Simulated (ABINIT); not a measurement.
# Beyond one shot: SrTiO3 (Tausonite), part 3 of 3

How far does self-consistency move the gap of SrTiO3 (Tausonite)?

ABINIT 10.8.3; PBEsol and many-body steps on it, plane waves. Known limits of the many-body steps: not at the basis limit; no spin-orbit coupling; coarse k mesh.

So far. Step 7 (evGW0, cycle 3): Against the cycle before, the gap moves by −0.004 eV. Step 10 (evGW, cycle 1): Against G0W0 in ABINIT (4×4×4 mesh, 200 bands, screening to 179.6 eV, Godby-Needs plasmon pole), the gap moves by +0.959 eV.

## (12) Screening, 4×4×4 mesh, 200 bands, screening to 179.6 eV

This step: RPA screening on PBEsol from quasiparticle energies, plane waves, norm-conserving pseudopotentials.

The input, run.abi:

```
acell 3*1.0 Angstrom
rprim 
  3.905280000000 0.000000000000 0.000000000000
  0.000000000000 3.905280000000 0.000000000000
  0.000000000000 0.000000000000 3.905280000000
ntypat 3
znucl 38 22 8
natom 5
typat 1 2 3 3 3
xred 
  0.500000000000 0.500000000000 0.500000000000
  0.000000000000 0.000000000000 0.000000000000
  0.500000000000 0.000000000000 0.000000000000
  0.000000000000 0.500000000000 0.000000000000
  0.000000000000 0.000000000000 0.500000000000
pp_dirpath "pseudos"
pseudos "Sr.upf, Ti.upf, O.upf"
ecut 38
ngkpt 4 4 4
nshiftk 1
shiftk 0 0 0
kptopt 1
chksymbreak 0
istwfk *1
occopt 1
irdwfk 1
optdriver 3
nband 200
ecuteps 6.6
inclvkb 2
awtr 1
symchi 1
irdqps 1
gwcalctyp 10
nqptdm 9
qptdm 
  0.2500000000 0.0000000000 0.0000000000
  0.5000000000 0.0000000000 0.0000000000
  0.2500000000 0.2500000000 0.0000000000
  0.5000000000 0.2500000000 0.0000000000
  0.5000000000 0.5000000000 0.0000000000
  0.2500000000 0.2500000000 0.2500000000
  0.5000000000 0.2500000000 0.2500000000
  0.5000000000 0.5000000000 0.2500000000
  0.5000000000 0.5000000000 0.5000000000
indata_prefix "in"
outdata_prefix "out"
tmpdata_prefix "tmp"
```

The input, mrgscr.stdin:

```
2
merged
q0_SCR
out_SCR
1
```

Run with:

```bash
$ OMP_NUM_THREADS=1 mpirun -n 4 abinit run.abi > log; mrgscr < mrgscr.stdin
```

The program printed:

```text
.Version 10.8.3 of ABINIT. v10.8.2 released Aug 2026.

 Symmetries : space group Pm -3 m (#221); Bravais cP (primitive cubic)
[... echo of the input left out ...]
== DATASET  1 ==================================================================
-   mpi_nproc: 4, omp_nthreads: 1 (-1 if OMP is not activated)

--- !DatasetInfo
iteration_state: {dtset: 1, }
dimensions: {natom: 5, nkpt: 10, mband: 200, nsppol: 1, nspinor: 1, nspden: 1, mpw: 4632, }
cutoff_energies: {ecut:  38.0, pawecutdg:  -1.0, }
[...]
q-point number  1        q = ( 0.250000, 0.000000, 0.000000) [r.l.u.]
--------------------------------------------------------------------------------
[... chi0 elements left out ...]
  Average fulfillment of the sum rule on Im[epsilon] for q-point    2 :     89.67  [%]

--------------------------------------------------------------------------------
  q-point number  2        q = ( 0.500000, 0.000000, 0.000000) [r.l.u.]
--------------------------------------------------------------------------------
[... chi0 elements left out ...]
  Average fulfillment of the sum rule on Im[epsilon] for q-point    3 :     84.24  [%]

 [... 7 further q-points ...]
```

Run time: 2.1 min. Hardware: 4 MPI ranks of Arm Neoverse V2, shared host; peak memory 1.6 GiB; 8.4 min of CPU time.

This step gave:

| Quantity | Value |
| --- | --- |
| plasma frequency | 30.43 eV |
| plane waves in the screening matrix | 341 |

This screening reads the quasiparticle levels of the cycle before.

## (13) evGW, cycle 2

This step: evGW on PBEsol, plane waves, norm-conserving pseudopotentials.

Edit run.abi of step 12 so:

```diff
@@ -26,12 +26,10 @@
 irdwfk 1
-optdriver 3
+optdriver 4
 nband 200
-ecuteps 6.6
-inclvkb 2
-awtr 1
-symchi 1
-irdqps 1
 gwcalctyp 10
-nqptdm 9
-qptdm 
+ecutsigx 38
+symsigma 1
+nkptgw 10
+kptgw 
+  0.0000000000 0.0000000000 0.0000000000
   0.2500000000 0.0000000000 0.0000000000
@@ -45,2 +43,17 @@
   0.5000000000 0.5000000000 0.5000000000
+bdgw 
+  12 31
+  12 31
+  12 31
+  12 31
+  12 31
+  12 31
+  12 31
+  12 31
+  12 31
+  12 31
+ecuteps 6.6
+irdscr 1
+ppmodel 1
+irdqps 1
 indata_prefix "in"
```

Run with:

```bash
$ OMP_NUM_THREADS=1 mpirun -n 4 abinit run.abi > log
```

The program printed:

```text
.Version 10.8.3 of ABINIT. v10.8.2 released Aug 2026.

 Symmetries : space group Pm -3 m (#221); Bravais cP (primitive cubic)
[... echo of the input left out ...]
== DATASET  1 ==================================================================
-   mpi_nproc: 4, omp_nthreads: 1 (-1 if OMP is not activated)

--- !DatasetInfo
iteration_state: {dtset: 1, }
dimensions: {natom: 5, nkpt: 10, mband: 200, nsppol: 1, nspinor: 1, nspden: 1, mpw: 4632, }
cutoff_energies: {ecut:  38.0, pawecutdg:  -1.0, }
[...]
.  kptgw no:  3; Maximum DeltaE = (   0.039  -0.000) for band index:  2
[...]
.  kptgw no:  9; Maximum DeltaE = (  -0.043   0.000) for band index: 18
.  kptgw no: 10; Maximum DeltaE = (  -0.044   0.001) for band index: 17

== END DATASET(S) ==============================================================
================================================================================

 -outvars: echo values of variables after computation  --------
           etotal      0.0000000000E+00
            nband         200
             nkpt          10
          spgroup         221
 [... the other variables as echoed above ...]

 Calculation completed.
```

Elapsed: 17 min, on 4 MPI ranks; peak memory 2.4 GiB; 67 min of CPU time.

This step gave:

```yaml
quasiparticle_gap_on_the_mesh: 4.605 eV
gap_of_the_density_functional_on_the_mesh: 1.854 eV
k_of_the_valence_top: 0.5, 0.5, 0.5
k_of_the_conduction_bottom: 0, 0, 0
least_direct_quasiparticle_gap_on_the_computed_points: 4.957 eV
```

Against the cycle before, the gap moves by +0.102 eV.

## (14) Side by side

Times are wall times on 4 MPI ranks of Arm Neoverse V2, shared host, good to a factor of about two. A run's time includes the screening step that it read.

```csv
run,mesh,bands,screening cutoff (eV),DFT gap (eV),gap on the mesh (eV),direct (eV),ε∞ used,time
G0W0,4×4×4,200,179.6,1.854,3.544,3.919,6.56,3.7 min
"evGW0, cycle 1",4×4×4,200,179.6,1.854,4.022,4.400,6.56,19 min
"evGW0, cycle 2",4×4×4,200,179.6,1.854,3.901,4.272,6.56,19 min
"evGW0, cycle 3",4×4×4,200,179.6,1.854,3.897,4.267,6.56,19 min
"evGW, cycle 1",4×4×4,200,179.6,1.854,4.503,4.857,4.98,19 min
"evGW, cycle 2",4×4×4,200,179.6,1.854,4.605,4.957,4.70,19 min
```

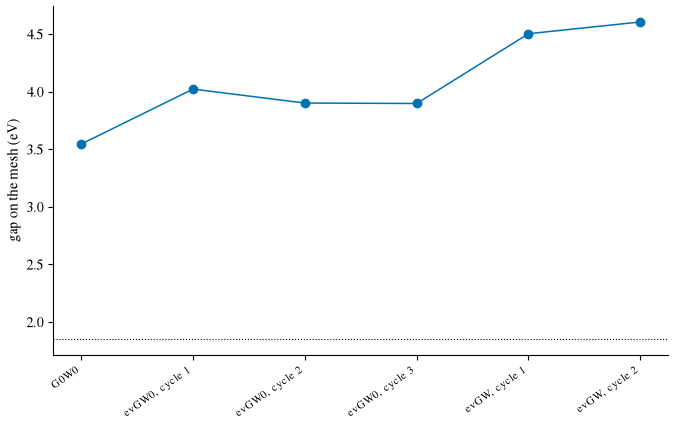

The gap through the cycles; the dotted line is the starting gap.

## (15) Results

| Property | Result |
| --- | --- |
| G0W0 | 3.544 eV |
| evGW0, cycle 1 | 4.022 eV |
| evGW0, cycle 2 | 3.901 eV |
| evGW0, cycle 3 | 3.897 eV |
| evGW, cycle 1 | 4.503 eV |
| evGW, cycle 2 | 4.605 eV |
| known limits | not at the basis limit; no spin-orbit coupling; coarse k mesh |

What this shows: Only the bands that the input lists are updated; the others, empty or deep, keep the functional's energies or take a rigid shift. The evGW loop starts from the last levels of evGW0, so its cycles and time come on top of those. evGW0 ends at 3.90 eV, +0.35 eV from G0W0, after 3 cycles that took 51 min beside the first screening; the last moved the gap by 0.004 eV. evGW ends at 4.60 eV, +1.06 eV from G0W0, after 2 cycles that took 39 min beside the first screening; the last moved the gap by 0.102 eV, so the loop had not settled. The first cycle of evGW0 takes the full correction, without the factor Z, so it overshoots the one-shot value. Against experiment, by evGW, cycle 2: the direct gap of 4.96 eV lies +1.19 eV from the measured 3.77 eV (direct, 300 K, 2013). An exciton line or allowed optical edge lies below the quasiparticle gap by the binding energy; a forbidden edge can push the onset above it. These are gaps on the mesh, at modest bands and cutoff. The calculation has static nuclei and no excitons; a measured gap holds zero-point and thermal motion, which mostly lowers it. Bands and cutoff are finite, so the gap is not at the basis limit. The miss can reach some tenths of an eV and take either sign; the mesh is an error of its own. The 4×4×4 mesh is coarse for this cell, which bears on the long-range parts of exchange and screening. This is the ideal cubic cell; many perovskites, halides above all, are cubic only on average, and local tilts or off-centring can widen the gap. In the updated screening the q = 0 part is built from Kohn-Sham bands under a rigid shift, the other q from the quasiparticle levels. The many-body steps are scalar-relativistic: spin-orbit coupling is not in them.

[Paths, hosts, dates, memory and timing lines, banners, echoed tables and standing remarks are left out of the program output.]

[Logs are printed without paths, hosts, clocks, repeated set-up lines and the standing remarks that a program may print on its own settings, such as how far it seeks lower states.]

[Runs of the session that timed out or met a known fault of the program may be left out.]

[Hosts, paths, dates, database ids (printed as entryN), source tags and the programs' standing remarks are cut or masked in the printed files.]

[G0W0 gaps are taken among the corrected bands and points alone; a level outside them can change the order at an edge.]

[Where Ansatz stands beside ABINIT at settings called matched, ABINIT's density can come from a denser mesh and the files from another edition; pairs whose starting gaps differed by over 0.03 eV were left out, so agreement reads better than it is.]
